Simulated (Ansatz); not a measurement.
## Nudged elastic band, with input and output: SiH4BrF

The run: nudged elastic band of SiH4BrF. Method and program: RKS PBE0-D4/def2-SVP (Ansatz 0.2.0).

Some settings of this run were made unusual or wrong on purpose. Figures and captions count atoms from 1; the log counts them from 0 in places.

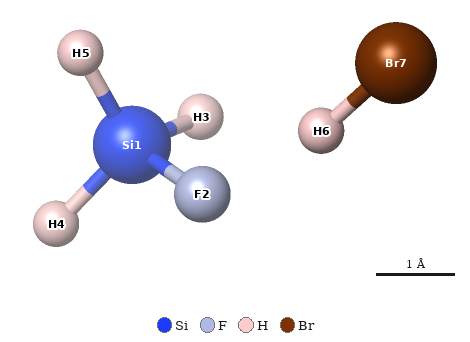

*The input geometry (ball-and-stick view, seen at a tilt; atoms are numbered from 1 in the order of the input).*

Bond lengths as drawn: Br–H 1.42 Å, F–Si 1.61 Å and H–Si 1.48 Å.

**The input**
```yaml
crystal:
  periodic: [false, false, false]
  atoms:
    - {symbol: Si, position_ang: [-0.907110, -0.564855, 0.456983]}
    - {symbol: F, position_ang: [0.616560, -0.079292, 0.648828]}
    - {symbol: H, position_ang: [-0.943876, -1.495541, -0.693142]}
    - {symbol: H, position_ang: [-1.320462, -1.242530, 1.706326]}
    - {symbol: H, position_ang: [-1.735084, 0.634712, 0.200559]}
    - {symbol: H, position_ang: [1.872610, 1.007243, -0.612856]}
    - {symbol: Br, position_ang: [2.417461, 1.740162, -1.706697]}
basis:
  gaussian: {orbitals: def2-SVP}
hamiltonian: {xc: pbe0, dispersion: d4}
neb:
  images: 5
  climbing: true
  max_iterations: 30
  initial_path: idpp
  f_tol: 2.0
  final_atoms:
    - {symbol: Si, position_ang: [-0.984261, 0.036711, -0.190842]}
    - {symbol: F, position_ang: [2.236651, -0.779816, 0.860594]}
    - {symbol: H, position_ang: [-0.642392, -1.274154, -0.780298]}
    - {symbol: H, position_ang: [-0.995399, -0.008689, 1.285778]}
    - {symbol: H, position_ang: [-2.264612, 0.550880, -0.724532]}
    - {symbol: H, position_ang: [2.048241, -0.018947, 0.361867]}
    - {symbol: Br, position_ang: [0.601873, 1.493916, -0.812567]}
```

Run on 4 threads of Intel Xeon @ 2.50GHz, 180 GiB of memory available, shared host.

Run as:
```bash
ansatz run in.yaml --threads 4 --pin off --events-out ev --progress --plain --max-ram 9574MiB
```

**What the program printed**
```
Functional definition: PBE0
  name "PBE0"
  cite "Adamo & Barone, J. Chem. Phys. 110, 6158 (1999) doi:10.1063/1.478522"
  cite "Perdew, Burke & Ernzerhof, Phys. Rev. Lett. 77, 3865 (1996) doi:10.1103/PhysRevLett.77.3865"
  parent pbe
  parameter a = 0.25
  parameter kappa = 0.804
  parameter beta = 0.06672455060314922
  exchange = (1 - a)*pbe_x(kappa = kappa, mu = beta*pi^2/3) + a*exact_x
  correlation = pbe_c(beta = beta)
859 factors; integrals over basis functions are off by at most 3.6e-4 eV
mean field evaluation 1: about -80678.9090 eV, gradient 2.6e1 eV
mean field evaluation 2: about -80677.9982 eV, gradient 3.6e1 eV
mean field evaluation 4: about -80679.9123 eV, gradient 7.0e-1 eV
mean field evaluation 8: about -80679.9196 eV, gradient 2.4e-3 eV
mean field -80679.91956405 eV, -2964.9323571652 hartree, gradient 1.3e-5 eV, S^2 0.000000; 0 other end points of the search recorded, 0 dependent functions left out
the calculation of the forces begins
reference -80679.91959015 eV, -2964.9323581242 hartree; 31, 31 occupied and 53, 53 virtual orbitals, 859 factors
861 factors; integrals over basis functions are off by at most 8.8e-4 eV
mean field evaluation 16: about -80679.6262 eV, gradient 7.5e-1 eV
mean field -80679.63318967 eV, -2964.9218331009 hartree, gradient 2.0e-5 eV, S^2 0.000000; 0 other end points of the search recorded, 0 dependent functions left out
[... from here on the field's lines of each further geometry are left out, up to the last ...]
NEB iter   1: max|band force component| = 4.993e0 eV/Å  barrier→ = 4.2533 eV  barrier← = 3.9900 eV  Δτ_max = 0.2000 Å  (171 SCF iters)
NEB iter   2: max|band force component| = 3.386e0 eV/Å  barrier→ = 2.9528 eV  barrier← = 2.6895 eV  Δτ_max = 0.2000 Å  (141 SCF iters)
NEB iter   3: max|band force component| = 5.788e0 eV/Å  barrier→ = 1.9855 eV  barrier← = 1.7222 eV  Δτ_max = 0.1006 Å  (139 SCF iters)
the calculation of the forces begins
reference -80679.59314148 eV, -2964.9203613572 hartree; 31, 31 occupied and 53, 53 virtual orbitals, 861 factors
861 factors; integrals over basis functions are off by at most 8.0e-4 eV
mean field -80678.31307236 eV, -2964.8733196844 hartree, gradient 2.0e-5 eV, S^2 0.000000; 1 other end points of the search recorded, 0 dependent functions left out
the calculation of the forces begins
reference -80678.31309512 eV, -2964.8733205210 hartree; 31, 31 occupied and 53, 53 virtual orbitals, 861 factors
NEB iter   4: max|band force component| = 1.274e0 eV/Å  barrier→ = 1.5797 eV  barrier← = 1.3164 eV  CI = image 3  Δτ_max = 0.0000 Å  (245 SCF iters)
```

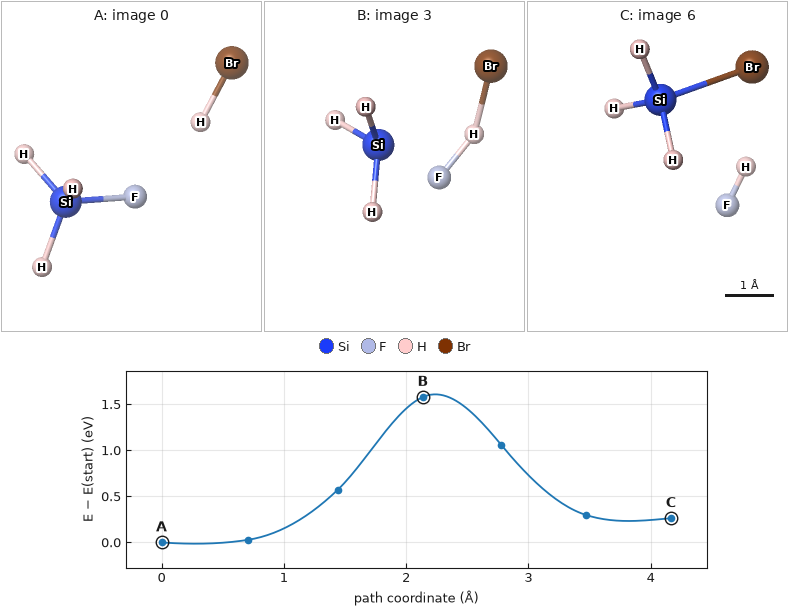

*Images of the last band (counted from 0; ball-and-stick, seen at a tilt) above the energy along the path; the line is a cubic interpolation that uses the forces.*

The highest image is number 3, 1.580 eV above the start and 1.316 eV above the end (the climbing image); the end lies 0.263 eV above the start. The path is 4.17 Å long. The band converged in 4 iterations. The end points carry forces over 0.1 eV/Å, so they aren't fully relaxed minima and the barriers are approximate.

```
Total energy: -80678.41358072 eV, -2964.8770132987 hartree
Atom 0 at    -0.719915    -0.164162     0.084519 Å, force     0.830209    -0.091911     0.057961 eV/Å
Atom 1 at     1.068671    -0.604690     0.682123 Å, force    -1.076979     0.067567    -0.007696 eV/Å
Atom 2 at    -0.737548    -1.216623    -0.954542 Å, force    -0.046150    -0.074388     0.035482 eV/Å
Atom 3 at    -1.118047    -0.506547     1.465653 Å, force    -0.226181    -0.131036     0.072888 eV/Å
Atom 4 at    -1.730336     0.916673    -0.340775 Å, force     1.002545    -0.104927     0.155984 eV/Å
Atom 5 at     1.675627     0.165630     0.040339 Å, force    -0.090557    -0.071309     0.049185 eV/Å
Atom 6 at     1.561649     1.409617    -0.977316 Å, force    -0.392887     0.406006    -0.363803 eV/Å
Dipole moment:    -0.424575    -0.225666     0.141213 e Å
```

**The last band as extended XYZ (Å, eV, eV/Å)**
```
7
Properties=species:S:1:pos:R:3:forces:R:3 image=0 energy=-80679.99326
Si   -0.9071   -0.5649    0.4570   -0.6755  -0.2072  -0.1049
F     0.6166   -0.0793    0.6488    0.9324   0.3073   0.0981
H    -0.9439   -1.4955   -0.6931   -0.0364  -0.1041  -0.1087
H    -1.3205   -1.2425    1.7063   -0.0661  -0.0692   0.1055
H    -1.7351    0.6347    0.2006   -0.1137   0.1041  -0.0220
H     1.8726    1.0072   -0.6129   -0.0445  -0.0411   0.0504
Br    2.4175    1.7402   -1.7067    0.0038   0.0102  -0.0185
7
Properties=species:S:1:pos:R:3:forces:R:3 image=1 energy=-80679.96415
Si   -0.8571   -0.4940    0.3557    1.1854   0.0569   0.2882
F     0.7695   -0.2558    0.7091   -0.9921  -0.0209  -0.2151
H    -0.8764   -1.4539   -0.7754   -0.1230  -0.0572  -0.0035
H    -1.3975   -1.0440    1.6212   -0.2016  -0.0793  -0.0296
H    -1.5186    0.7866   -0.0110    0.1151   0.0240   0.0350
H     1.8425    0.7502   -0.4250   -0.0153   0.1292  -0.0994
Br    2.0377    1.7107   -1.4746    0.0314  -0.0526   0.0245
7
Properties=species:S:1:pos:R:3:forces:R:3 image=2 energy=-80679.42182
Si   -0.7645   -0.3464    0.2354   -0.0683  -0.3348   0.1573
F     0.8536   -0.4376    0.6908   -0.5859   0.3647   0.0048
H    -0.7869   -1.3083   -0.8930   -0.1946  -0.1535   0.0682
H    -1.2629   -0.7316    1.5662   -0.5245  -0.3375   0.0634
H    -1.6469    0.8302   -0.1948    1.0717  -0.0582   0.2159
H     1.8229    0.4528   -0.2192    0.1094   0.4366  -0.3652
Br    1.7849    1.5408   -1.1854    0.1922   0.0828  -0.1444
7
Properties=species:S:1:pos:R:3:forces:R:3 image=3 energy=-80678.41356
Si   -0.7199   -0.1642    0.0845    0.8302  -0.0919   0.0580
F     1.0687   -0.6047    0.6821   -1.0770   0.0676  -0.0077
H    -0.7375   -1.2166   -0.9545   -0.0461  -0.0744   0.0355
H    -1.1180   -0.5065    1.4657   -0.2262  -0.1310   0.0729
H    -1.7303    0.9167   -0.3408    1.0025  -0.1049   0.1560
H     1.6756    0.1656    0.0403   -0.0906  -0.0713   0.0492
Br    1.5616    1.4096   -0.9773   -0.3929   0.4060  -0.3638
7
Properties=species:S:1:pos:R:3:forces:R:3 image=4 energy=-80678.93041
Si   -0.7328    0.0238   -0.0676    0.5499   0.3891  -0.2075
F     1.3148   -0.8232    0.7719    0.7093   0.5731  -0.5143
H    -0.7858   -1.1293   -1.0035    0.1027   0.0882   0.0096
H    -1.0868   -0.3898    1.3357    0.3848   0.3102  -0.2381
H    -1.7331    1.0669   -0.4465    0.0617  -0.0288  -0.0908
H     1.7567   -0.0786    0.2337   -0.5661  -1.6405   1.1865
Br    1.2671    1.3302   -0.8238   -1.2421   0.3087  -0.1453
7
Properties=species:S:1:pos:R:3:forces:R:3 image=5 energy=-80679.69494
Si   -0.7970    0.2024   -0.1955    0.2049   0.2321  -0.0628
F     1.4440   -1.1997    0.8262    0.3975   0.4354  -0.2562
H    -0.7928   -0.9964   -1.0718   -0.0025   0.0365  -0.0033
H    -0.9242   -0.1546    1.2441    0.1135   0.1519  -0.0953
H    -1.8570    1.1694   -0.5790   -0.1227  -0.0566  -0.0520
H     1.8208   -0.4217    0.4389   -0.2478  -0.6511   0.3292
Br    1.1063    1.4004   -0.6629   -0.3430  -0.1482   0.1403
7
Properties=species:S:1:pos:R:3:forces:R:3 image=6 energy=-80679.72999
Si   -0.8867    0.4040   -0.2387    0.1277  -0.0414   0.0273
F     1.7382   -1.6470    0.7858   -0.1056   0.1192  -0.0549
H    -0.8907   -0.7913   -1.1070   -0.0165  -0.1219  -0.0828
H    -1.1190    0.0570    1.1784   -0.0384  -0.0402   0.1381
H    -1.8549    1.4177   -0.7117   -0.1106   0.0892  -0.0442
H     1.8682   -0.7806    0.4767    0.0416  -0.0589   0.0261
Br    1.1451    1.3401   -0.3834    0.1018   0.0539  -0.0097
```

**What the run reported**

- outcome: converged
- barrier, forward: 1.580 eV
- barrier, backward: 1.316 eV
- dipole moment (one image of the band): 2.41 D
- wall time: 47 s (CPU time 2.5 min)
- peak memory: 0.4 GiB

**Diagnosis**

This input holds a deliberate fault: tolerance too loose. The run converged all the same; its numbers are those of the faulty input and shouldn't be used.
